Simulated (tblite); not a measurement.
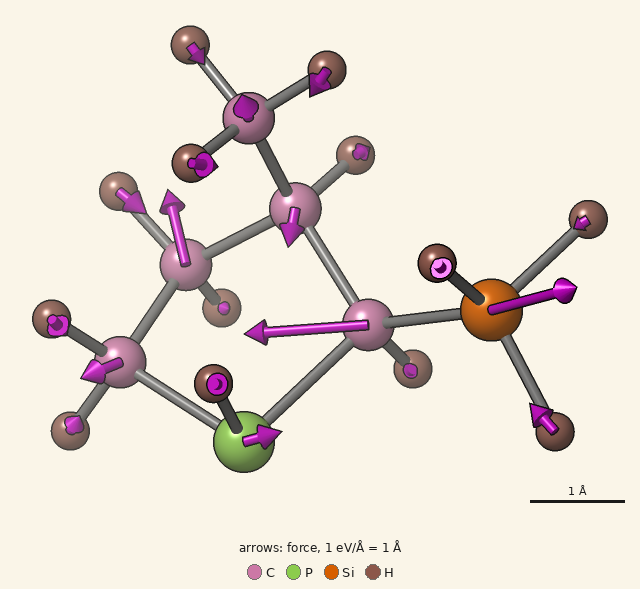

Starting geometry of C$_{5}$H$_{13}$PSi with the computed forces as purple arrows. The picture is a ball-and-stick view, seen at a tilt.

Computed with tblite, GFN2-xTB geometry optimisation, gas phase. 

Q: What follows when this structure is relaxed?

A: It isn't relaxed: the largest force vector, on the Si atom, is 1.49 eV/Å. The final displacements have little in common with the starting forces (cosine between the two patterns 0.21). The atom that moves furthest after the best rigid fit is an H atom (0.21 Å). Largest moves by element: H 0.21 Å, P 0.07 Å, Si 0.07 Å, C 0.07 Å. Some distances before and after: C–Si 1.857 → 1.907 Å, C–P 1.901 → 1.861 Å, H–Si 1.487 → 1.464 Å, C–C 1.511 → 1.531 Å. Bond angles that change, for instance: C–Si–H 112.0° → 108.2°, C–C–Si 121.2° → 117.6°, C–C–H 113.8° → 110.8°. After 72 geometry steps the energy has fallen by 0.120 eV.
